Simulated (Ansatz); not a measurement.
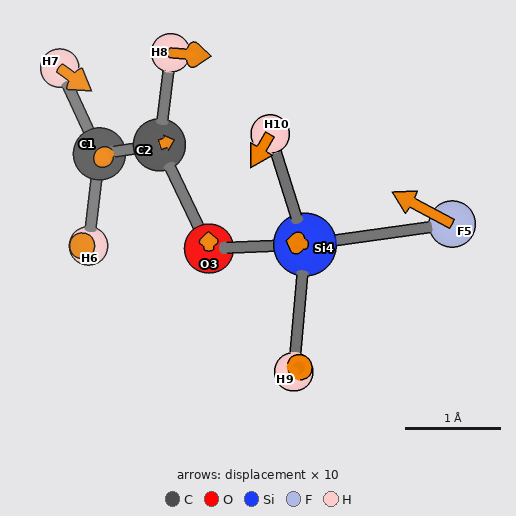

A relaxation of C$_{2}$H$_{5}$FOSi. The starting structure is drawn; orange arrows show the displacements, magnified 10 times. The two geometries are superimposed by the best rigid fit.

Style: ball-and-stick. Shown from a free direction.

The start comes from PBE-D4/def2-SVP.

Theory: Ansatz 0.2.0, RKS PBE0-D4/def2-TZVP. (force threshold 0.005 eV/Å; at most 150 steps)

**Describe the change and its energy.**

The largest move after the best rigid fit is that of F5, 0.073 Å. Largest moves by element: F 0.073 Å, H 0.056 Å, Si 0.031 Å, C 0.030 Å, O 0.023 Å. Among the contacts that change: Si4–F5 1.634 → 1.592 Å, O3–Si4 1.675 → 1.635 Å, C1–C2 1.342 → 1.322 Å, C2–H8 1.108 → 1.089 Å. The energy falls by 9.03 kJ/mol in 7 accepted moves (8 points after the start). Largest force component: 0.98 eV/Å at the start, 0.0033 eV/Å at the end. The line search rejected the trial step at point 5 of the run. Cost: 25 s on 4 threads of Arm Neoverse V1 (shared host).
